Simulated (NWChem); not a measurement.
# One shape, several levels: BSiH3BrOF (SMILES O[SiH2]B(F)Br)

Wanted: a comparison of 4 runs (HF/STO-3G, HF/3-21G, B3LYP/6-31G*) of BSiH3BrOF. 

The results are computed with NWChem 7.3.0.

### Step 1. Starting point

The species is BSiH3BrOF (8 atoms), meant as a singlet with charge 0. SMILES: `O[SiH2]B(F)Br`. Geometry: relaxed at PBE0-D4/def2-TZVP. This is one conformer, not always the lowest.

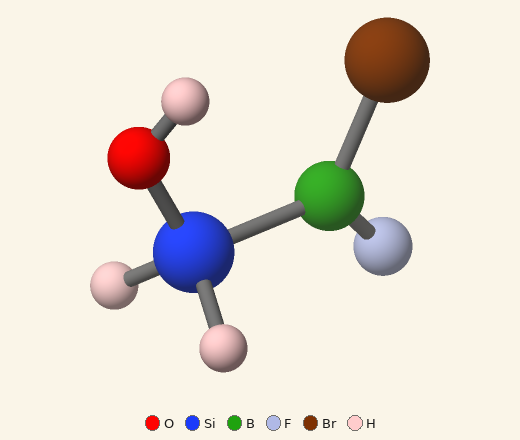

The structure, seen from a chosen angle (oxygen red, silicon blue, boron green, fluorine light blue, bromine brown, hydrogen pink).

### Step 2. Energy and gradient at HF/STO-3G (run 1)

job.nw

```
start job
title "BBrFH3OSi hf"
memory total 2200 mb

geometry units angstrom noautosym nocenter noautoz
 O     0.059200    0.300500    1.758000
 Si    0.621200   -0.458400    0.409800
 B    -0.513200    0.046000   -1.197500
 F    -0.434700   -0.531600   -2.372400
 Br   -1.779400    1.496900   -1.024900
 H    -0.468400    1.089300    1.614900
 H     2.029900   -0.076900    0.105800
 H     0.577500   -1.922800    0.650400
end

basis spherical bse
 * library STO-3G
end

scf
 thresh 1e-08
 maxiter 80
 noprint "final vectors analysis"
end

task scf gradient
```

Run with:

```sh
$ nwchem job.nw > job.out
```

What it wrote:

```text
[...]
  functions       =    45
[...]
  wavefunction    = RHF
[...]
         Total SCF energy =  -3028.374234941163
      One-electron energy =  -4993.159460497005
      Two-electron energy =   1585.624848236131
 Nuclear repulsion energy =    379.160377319712
        Time for solution =      3.9s
[...]
                         RHF ENERGY GRADIENTS
    atom               coordinates                        gradient
                 x          y          z           x          y          z
   1 O       0.111872   0.567863   3.322138   -0.011798   0.018004  -0.036108
   2 Si      1.173898  -0.866250   0.774410   -0.020683   0.020961   0.038314
   3 B      -0.969807   0.086927  -2.262947   -0.003081   0.005038   0.006020
   4 F      -0.821464  -1.004578  -4.483186    0.000414  -0.008063  -0.019483
   5 Br     -3.362578   2.828731  -1.936780   -0.005917   0.007126   0.001003
   6 H      -0.885148   2.058479   3.051718    0.012103  -0.019789   0.015718
   7 H       3.835955  -0.145320   0.199933    0.030088   0.007987  -0.009082
   8 H       1.091317  -3.633565   1.229078   -0.001126  -0.031264   0.003618
[...]
```

Run time: 6.9 s. Hardware: 1 thread of Intel Xeon 6975P-C (Granite Rapids), shared host; peak memory 0.099 GiB.

### Step 3. Energy and gradient at HF/3-21G (run 2)

a.nw

```
start a
memory stack 880 mb heap 220 mb global 1100 mb
geometry units angstroms noautosym nocenter noautoz
  O      0.059200     0.300500     1.758000
  Si     0.621200    -0.458400     0.409800
  B     -0.513200     0.046000    -1.197500
  F     -0.434700    -0.531600    -2.372400
  Br    -1.779400     1.496900    -1.024900
  H     -0.468400     1.089300     1.614900
  H      2.029900    -0.076900     0.105800
  H      0.577500    -1.922800     0.650400
end
basis spherical bse
  * library 3-21G
end
scf
  thresh 1e-08
  maxiter 80
  print low
end
task scf gradient
```

Run with:

```sh
$ nwchem a.nw > a.out
```

What it wrote:

```text
[...]
  functions       =    68
[...]
  wavefunction    = RHF
[...]
         Total SCF energy =  -3047.194181565734
      One-electron energy =  -5001.301044269012
      Two-electron energy =   1574.946485383567
 Nuclear repulsion energy =    379.160377319712
        Time for solution =      7.2s
[...]
                         RHF ENERGY GRADIENTS
    atom               coordinates                        gradient
                 x          y          z           x          y          z
   1 O       0.111872   0.567863   3.322138    0.010684  -0.014234  -0.011207
   2 Si      1.173898  -0.866250   0.774410   -0.018585   0.022732   0.018973
   3 B      -0.969807   0.086927  -2.262947   -0.006094  -0.003311  -0.025213
   4 F      -0.821464  -1.004578  -4.483186   -0.004193   0.015588   0.026218
   5 Br     -3.362578   2.828731  -1.936780    0.009837  -0.011703  -0.002080
   6 H      -0.885148   2.058479   3.051718    0.004868  -0.007214  -0.011708
   7 H       3.835955  -0.145320   0.199933    0.001862  -0.000610   0.001854
   8 H       1.091317  -3.633565   1.229078    0.001621  -0.001247   0.003163
 Task  times  cpu:       10.1s     wall:       10.1s
 Total times  cpu:       10.1s     wall:       10.1s
```

Run time: 11 s. Hardware: 1 thread of Intel Xeon 6975P-C (Granite Rapids), shared host; peak memory 0.096 GiB.

Run 3 isn't shown in full; the table further down has it.

### Step 4. Energy and forces at B3LYP/6-31G(d) (spherical functions) (run 4)

mol.nw

```
start mol
title "BBrFH3OSi"
memory total 2200 mb

geometry noautosym nocenter noautoz
  O      0.059200     0.300500     1.758000
  Si     0.621200    -0.458400     0.409800
  B     -0.513200     0.046000    -1.197500
  F     -0.434700    -0.531600    -2.372400
  Br    -1.779400     1.496900    -1.024900
  H     -0.468400     1.089300     1.614900
  H      2.029900    -0.076900     0.105800
  H      0.577500    -1.922800     0.650400
end

basis spherical bse
  * library 6-31G*
end

dft
  xc b3lyp
  grid fine
  convergence energy 1e-08
  iterations 100
  mulliken
  print low
end

task dft gradient
```

Run with:

```sh
$ nwchem mol.nw > mol.out
```

What it wrote:

```text
[...]
 d= 0,ls=0.0,diis     1  -3065.0751045504 -3.44D+03  1.53D-02  1.01D+00     4.4
[...]
 d= 0,ls=0.0,diis    10  -3065.1971158279 -3.25D-09  2.34D-07  2.31D-10    25.1
         Total DFT energy =    -3065.197115827932
      One electron energy =    -5016.562797741098
           Coulomb energy =     1708.851604107262
    Exchange-Corr. energy =     -136.646299513807
 Nuclear repulsion energy =      379.160377319712
[...]
      Total Density - Mulliken Population Analysis
     ---------------------------------------------
    Atom       Charge   Shell Charges
 -----------   ------   -------------------------------------------------------
    1 O    8     8.71   2.00  0.90  2.95  0.94  1.90  0.02
    2 Si  14    13.46   2.00  2.00  5.96  0.96  1.81  0.20  0.30  0.23
    3 B    5     4.71   2.00  0.57  1.29  0.44  0.31  0.10
    4 F    9     9.21   2.00  0.94  3.33  0.98  1.95  0.01
    5 Br  35    35.18   2.00  2.00  6.00  2.00  5.99  1.63  3.86  0.32  1.36  6.95  2.92  0.16
    6 H    1     0.57   0.47  0.10
    7 H    1     1.09   0.51  0.57
    8 H    1     1.07   0.51  0.56
[...]
                         DFT ENERGY GRADIENTS
    atom               coordinates                        gradient
                 x          y          z           x          y          z
   1 O       0.111872   0.567863   3.322138    0.000191   0.001212  -0.011286
   2 Si      1.173898  -0.866250   0.774410   -0.004700   0.005034   0.007678
   3 B      -0.969807   0.086927  -2.262947   -0.003662   0.002960  -0.002769
   4 F      -0.821464  -1.004578  -4.483186   -0.000818   0.002837   0.004625
   5 Br     -3.362578   2.828731  -1.936780    0.005613  -0.006247  -0.000345
   6 H      -0.885148   2.058479   3.051718    0.004373  -0.006788   0.000722
   7 H       3.835955  -0.145320   0.199933   -0.000857   0.000458   0.000881
   8 H       1.091317  -3.633565   1.229078   -0.000141   0.000533   0.000494
 Task  times  cpu:       42.1s     wall:       42.1s
 Total times  cpu:       42.1s     wall:       42.1s
```

It took 43 s on 1 thread of Intel Xeon 6975P-C (Granite Rapids), shared host; peak memory 0.12 GiB.

### Step 5. Overview of the runs

```csv
run,level,Cartesian functions,iteration cap,energy (Eh),largest force (eV/Å),wall time
1,HF/STO-3G,no,80,-3028.374235,2.485,6.9 s
2,HF/3-21G,no,80,-3047.194182,1.798,11 s
3,B3LYP/6-31G* (Cartesian functions),yes,100,-3065.210254,0.571,52 s
4,B3LYP/6-31G* (spherical functions),no,100,-3065.197116,0.584,43 s
```

### Step 6. Outcome

| quantity | value |
| --- | --- |
| run 4: total energy | -3065.19712 Eh |
| run 4: largest force on an atom | 0.584 eV/Å |

**Reading.** In run 1 the basis is minimal, so the values are rough. All runs together took 1.9 min, the longest 52 s.
